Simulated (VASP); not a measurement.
# Driving VASP from ASE on Al2Cu (Khatyrkite)

Do ASE scripts that read Al2Cu (Khatyrkite) from different structure formats give one answer, and do several routes find one equilibrium volume? All runs use r2SCAN. Left out of this account: 1 further run (self-consistent run: a reference on another mesh). The start is a cell from a database of measured crystal structures.

Program: VASP 6.6.1. Level of theory: r2SCAN; plane waves and PAW (Al, Cu). Results are calculated unless marked as measured.

## (1) Set-up

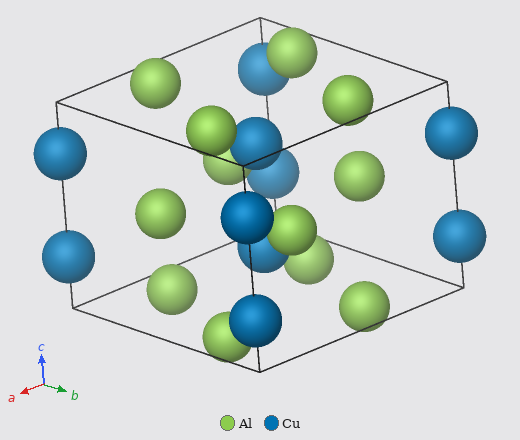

The starting structure, seen from a free direction (aluminium green, copper blue). This picture shows the conventional cell, with its axes. Some periodic images of atoms are drawn too.

Coordinates:

```xyz
6
Lattice="-3.0335 3.0335 2.4385 3.0335 -3.0335 2.4385 3.0335 3.0335 -2.4385" Properties=species:S:1:pos:R:3 pbc="T T T"
Al    0.9592    3.9927    0.0000
Al    2.0743    0.9592    0.0000
Al    2.0743   -0.9592    2.4385
Al    0.9592    2.0743    2.4385
Cu    0.0000    0.0000    1.2192
Cu    0.0000    0.0000    3.6578
```

## (2) Total energy, forces and stress (r2SCAN, through ASE)

A single point through ASE, with the structure read from an extended xyz file.

run.py

```python
import numpy as np
from ase.calculators.vasp import Vasp
from ase.io import read
from ase.dft.bandgap import bandgap

atoms = read('Al2Cu.xyz')

calc = Vasp(
    xc='r2scan',
    pp='PBE',
    prec='Accurate',
    encut=400,
    ediff=1e-06,
    nelm=100,
    ismear=-1,
    sigma=0.05,
    lreal=False,
    algo='Normal',
    lasph=True,
    nbands=23,
    lorbit=11,
    lwave=False,
    lcharg=False,
    kpar=4,
    isif=2,
    pp_version='64',
    setups={'Al': '', 'Cu': ''},
    kpts=(8, 8, 8),
    gamma=True,
    txt='vasp.out',
)
atoms.calc = calc

print("energy (eV):", round(atoms.get_potential_energy(), 6))
print("Fermi level (eV):", round(calc.get_fermi_level(), 4))
print("forces (eV/A):")
print(np.round(atoms.get_forces(), 4))
print("stress (GPa, Voigt, tension positive):", np.round(atoms.get_stress() * 160.21766, 3))
gap, p1, p2 = bandgap(calc, direct=False)
print("gap on the mesh (eV):", round(gap, 4))
```

Al2Cu.xyz

```xyz
6
Lattice="-3.0335000000 3.0335000000 2.4385000000 3.0335000000 -3.0335000000 2.4385000000 3.0335000000 3.0335000000 -2.4385000000" Properties=species:S:1:pos:R:3 pbc="T T T"
Al     0.9591927000      3.9926927000      0.0000000000
Al     2.0743073000      0.9591927000      0.0000000000
Al     2.0743073000     -0.9591927000      2.4385000000
Al     0.9591927000      2.0743073000      2.4385000000
Cu     0.0000000000      0.0000000000      1.2192500000
Cu     0.0000000000      0.0000000000      3.6577500000
```

The projector-augmented-wave data sets are Al and Cu (PBE family, release 64).

Started as:

```sh
$ export ASE_VASP_COMMAND="mpirun -np 4 vasp_std"
$ python run.py
```

The program printed:

```text
energy (eV): -49.473066
Fermi level (eV): 7.8689
forces (eV/A):
[[ 0.0659  0.0659  0.    ]
 [-0.0659  0.0659  0.    ]
 [-0.0659 -0.0659 -0.    ]
 [ 0.0659 -0.0659  0.    ]
 [ 0.     -0.      0.    ]
 [ 0.     -0.      0.    ]]
stress (GPa, Voigt, tension positive): [ 3.514  3.514  6.255 -0.    -0.    -0.   ]
gap on the mesh (eV): 0.0
```

Run time: 30 s. Hardware: 4 MPI ranks of Intel Xeon 6975P-C (Granite Rapids), shared host; peak memory 0.87 GiB; 1.9 min of CPU time.

Lines that name or quote the potential files are left out of all logs, and their timing lines are given in words.

The INCAR that ASE wrote:

```
ENCUT = 400.000000
SIGMA = 0.050000
EDIFF = 1.00e-06
ALGO = Normal
METAGGA = R2SCAN
PREC = Accurate
ISIF = 2
ISMEAR = -1
KPAR = 4
LORBIT = 11
NBANDS = 23
NELM = 100
LASPH = .TRUE.
LCHARG = .FALSE.
LWAVE = .FALSE.
LREAL = .FALSE.
```

The KPOINTS that ASE wrote:

```
KPOINTS created by Atomic Simulation Environment
0
Gamma
8 8 8
0 0 0
```

vasp.out:

```text
[banner, memory and clock lines left out]
running    4 mpi-ranks, on    1 nodes
 distrk:  each k-point on    1 cores,    4 groups
 distr:  one band on    1 cores,    1 groups

 POSCAR found type information on POSCAR AlCu
 POSCAR found :  2 types and       6 ions
|                                                                             |
|               ----> ADVICE to this user running VASP <----                  |
|                                                                             |
|     You enforced a specific xc type in the INCAR file but a different       |
|     [... a line on the potential file left out ...]
|     I HOPE YOU KNOW WHAT YOU ARE DOING!                                     |
|                                                                             |

 LDA part: xc-table for (None), standard interpolation
 POSCAR, INCAR and KPOINTS ok, starting setup
 FFT: planning ... GRIDC
 FFT: planning ... GRID_SOFT
 FFT: planning ... GRID
 WAVECAR not read
 entering main loop
       N       E                     dE             d eps       ncg     rms          rms(c)
DAV:   1     0.143963828794E+03    0.14396E+03   -0.12260E+04  2714   0.141E+03
DAV:   2    -0.470060520619E+02   -0.19097E+03   -0.18156E+03  2714   0.294E+02
DAV:   3    -0.571761214991E+02   -0.10170E+02   -0.97139E+01  3600   0.927E+01
DAV:   4    -0.574211841962E+02   -0.24506E+00   -0.24464E+00  3795   0.124E+01
DAV:   5    -0.574277181578E+02   -0.65340E-02   -0.65333E-02  4014   0.185E+00    0.198E+01
DAV:   6    -0.568839126634E+02    0.54381E+00   -0.10876E+02  3195   0.281E+02    0.166E+01
DAV:   7    -0.497127660937E+02    0.71711E+01   -0.23454E+01  3339   0.116E+02    0.405E+00
DAV:   8    -0.495379850975E+02    0.17478E+00   -0.44062E+00  4277   0.466E+01    0.250E+00
DAV:   9    -0.494853201268E+02    0.52665E-01   -0.36283E-01  4381   0.137E+01    0.139E+00
DAV:  10    -0.495206060904E+02   -0.35286E-01   -0.78166E-02  3991   0.784E+00    0.145E+00
DAV:  11    -0.494810687469E+02    0.39537E-01   -0.16099E-01  3728   0.117E+01    0.261E-01
DAV:  12    -0.494817345762E+02   -0.66583E-03   -0.86050E-03  4257   0.115E+00    0.933E-02
DAV:  13    -0.494817953225E+02   -0.60746E-04   -0.79078E-05  3968   0.806E-02    0.448E-02
DAV:  14    -0.494818043103E+02   -0.89878E-05   -0.30509E-04  3703   0.491E-01    0.278E-02
DAV:  15    -0.494817892594E+02    0.15051E-04   -0.64956E-05  3858   0.233E-01    0.283E-03
DAV:  16    -0.494817904547E+02   -0.11953E-05   -0.22830E-06  2449   0.134E-02    0.206E-03
DAV:  17    -0.494817914205E+02   -0.96571E-06   -0.80786E-07  1798   0.187E-02
   1 F= -.49481791E+02 E0= -.49473066E+02  d E =-.174510E-01
```

From OUTCAR (step 2):

```text
ion  position               nearest neighbor table
   1  0.658  0.158  0.816-   5 2.59   6 2.59   5 2.59   6 2.59   3 2.71   3 2.90   3 2.90   2 3.10
                             4 3.10   4 3.10   2 3.10   2 3.23   4 3.23   4 3.23   2 3.23
   2  0.158  0.342  0.500-   5 2.59   5 2.59   6 2.59   6 2.59   4 2.71   4 2.90   4 2.90   1 3.10
                             3 3.10   1 3.10   3 3.10   1 3.23   3 3.23   3 3.23   1 3.23
   3  0.342  0.842  0.184-   5 2.59   6 2.59   5 2.59   6 2.59   1 2.71   1 2.90   1 2.90   4 3.10
                             2 3.10   2 3.10   4 3.10   4 3.23   2 3.23   4 3.23   2 3.23
   4  0.842  0.658  0.500-   6 2.59   6 2.59   5 2.59   5 2.59   2 2.71   2 2.90   2 2.90   1 3.10
                             3 3.10   1 3.10   3 3.10   1 3.23   3 3.23   1 3.23   3 3.23
   5  0.250  0.250  0.000-   6 2.44   6 2.44   1 2.59   3 2.59   1 2.59   3 2.59   2 2.59   2 2.59
                             4 2.59   4 2.59
   6  0.750  0.750  0.000-   5 2.44   5 2.44   1 2.59   3 2.59   1 2.59   3 2.59   4 2.59   4 2.59
                             2 2.59   2 2.59

  LATTYP: Found a body centered tetragonal cell.
 ALAT       =     6.0670000000
 C/A-ratio  =     0.8038569309

 Subroutine GETGRP returns: Found 16 space group operations
 (whereof  8 operations were pure point group operations)

The static configuration has the point symmetry C_4h.
 The point group associated with its full space group is D_4h.

 Found     59 irreducible k-points:

   k-points           NKPTS =     59   k-points in BZ     NKDIM =     59   number of bands    NBANDS=     23

   dimension x,y,z NGX =    32 NGY =   32 NGZ =   32
   dimension x,y,z NGXF=    64 NGYF=   64 NGZF=   64

   ENCUT  =  400.0 eV  29.40 Ry    5.42 a.u.   8.05  8.05  8.05*2*pi/ulx,y,z

   NELECT =      34.0000    total number of electrons

 k-points in reciprocal lattice and weights: KPOINTS created by Atomic Simulation Env
   0.00000000  0.00000000  0.00000000       0.002
   0.12500000 -0.00000000  0.00000000       0.016
   0.25000000 -0.00000000  0.00000000       0.016
   0.37500000 -0.00000000  0.00000000       0.016
   0.50000000 -0.00000000  0.00000000       0.008
   0.12500000  0.12500000  0.00000000       0.016
   0.25000000  0.12500000  0.00000000       0.031
   0.37500000  0.12500000  0.00000000       0.031
   0.50000000  0.12500000  0.00000000       0.031
[...]
-0.37500000 -0.37500000  0.37500000       0.004
   0.50000000  0.50000000  0.50000000       0.002

 average (electrostatic) potential at core
       1 -75.6494       2 -75.6494       3 -75.6494       4 -75.6494       5 -69.9010
       6 -69.9010

 E-fermi :   7.8689

 k-point     1 :       0.0000    0.0000    0.0000
  band No.  band energies     occupation
    ...
     16       6.5729      2.00000
     17       6.5729      2.00000
     18       6.9374      2.00000
     19       7.7230      1.89746
     20       7.8189      1.46167
     21       9.4916      0.00000
     22       9.4917      0.00000
     23       9.6433      0.00000

 k-point     2 :       0.1250   -0.0000    0.0000
  band No.  band energies     occupation
    ...
     15       6.0552      2.00000
     16       6.1887      2.00000
     17       6.4761      2.00000
     18       6.8834      2.00000
     19       7.6689      1.96403
     20       9.0706      0.00000
     21      10.0950      0.00000
     22      10.2070      0.00000
     23      11.0604      0.00000

 k-point     3 :       0.2500   -0.0000    0.0000
  band No.  band energies     occupation
    ...
     14       5.0674      2.00000
     15       5.3014      2.00000
     16       5.6382      2.00000
     17       7.1461      2.00000
     18       7.7332      1.87560
     19       8.7005      0.00000
     20      10.0510      0.00000
     21      10.7998      0.00000
     22      11.7736      0.00000
     23      12.0069      0.00000

  Total       -1.9687497     -1.9687497     -3.5043849      0.0000000      0.0000000      0.0000000
  in kB      -35.1423132    -35.1423132    -62.5535020      0.0000000      0.0000000      0.0000000
  external PRESSURE =     -44.2793761 kB  Pullay stress =       0.0000000 kB

  energy-cutoff  :      400.00
  volume of cell :       89.76
      direct lattice vectors                 reciprocal lattice vectors
    -3.033500000  3.033500000  2.438500000     0.000000000  0.164826108  0.205044084
     3.033500000 -3.033500000  2.438500000     0.164826108  0.000000000  0.205044084
     3.033500000  3.033500000 -2.438500000     0.164826108  0.164826108  0.000000000

 POSITION                                       TOTAL-FORCE (eV/Angst)
 -----------------------------------------------------------------------------------
      0.95919      3.99269     -0.00000         0.065910      0.065910      0.000000
      2.07431      0.95919      0.00000        -0.065910      0.065910      0.000000
      2.07431     -0.95919      2.43850        -0.065910     -0.065910     -0.000000
      0.95919      2.07431      2.43850         0.065910     -0.065910      0.000000
      0.00000      0.00000      1.21925         0.000000     -0.000000      0.000000
      0.00000      0.00000      3.65775         0.000000     -0.000000      0.000000
 -----------------------------------------------------------------------------------
    total drift:                               -0.000000     -0.000000     -0.000000

  FREE ENERGIE OF THE ION-ELECTRON SYSTEM (eV)
  ---------------------------------------------------
  free  energy   TOTEN  =       -49.4817914205 eV

  energy  without entropy=      -49.4643404292  energy(sigma->0) =      -49.47306592

 total charge
# of ion       s       p       d       tot
------------------------------------------
    1        0.410   0.349   0.000   0.759
    2        0.410   0.349   0.000   0.759
    3        0.410   0.349   0.000   0.759
    4        0.410   0.349   0.000   0.759
    5        0.503   0.552   9.126  10.180
    6        0.503   0.552   9.126  10.180
--------------------------------------------------
tot          2.647   2.500  18.252  23.398

[... 3 further parts left out ...]
```

The PAW data sets were made with PBE, which is usual practice but a small mismatch for other functionals. At this level the cell is under a tension of 4.4 GPa, so at these settings it is away from equilibrium.

This step gave:

* SCF cycles: 17
* electrons: 34
* bands: 23
* irreducible k-points: 59
* symmetry operations: 16
* free energy (TOTEN): -49.48 eV
* energy at zero smearing: -49.47 eV
* Fermi energy: 7.869 eV
* pressure: -4.428 GPa
* metallic: yes

Force by atom:

```
atom  x (eV/Å)  y (eV/Å)  z (eV/Å)    size
 Al1    0.0659    0.0659    0.0000  0.0932
 Al2   -0.0659    0.0659    0.0000  0.0932
 Al3   -0.0659   -0.0659    0.0000  0.0932
 Al4    0.0659   -0.0659    0.0000  0.0932
 Cu5    0.0000    0.0000    0.0000  0.0000
 Cu6    0.0000    0.0000    0.0000  0.0000
```

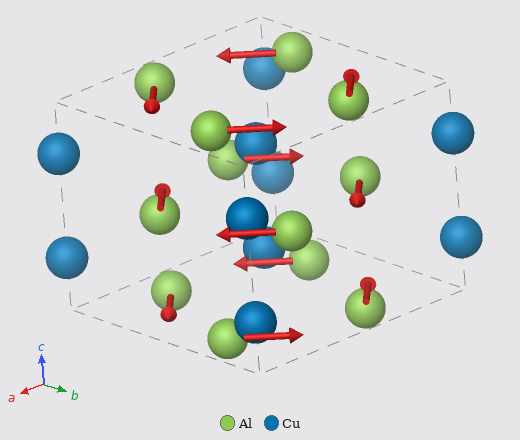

Force as arrows, the longest 0.0932 eV/Å. Some periodic images of atoms are drawn too.

The pressure is -4.43 GPa and the largest force 0.093 eV/Å, so the cell is not at a minimum at these settings.

(Part 1 of 4 ends here.)

[Lines on the potential files, build, host, timing and source positions are cut from VASP's logs without a mark.]

[Logs are printed without paths, hosts, clocks, repeated set-up lines and the standing remarks that a program may print on its own settings, such as how far it seeks lower states.]

[Hosts, paths, dates, database ids (printed as entryN), source tags and the programs' standing remarks are cut or masked in the printed files.]

[A measured line is paired with the nearest computed mode of its activity, which favours agreement.]
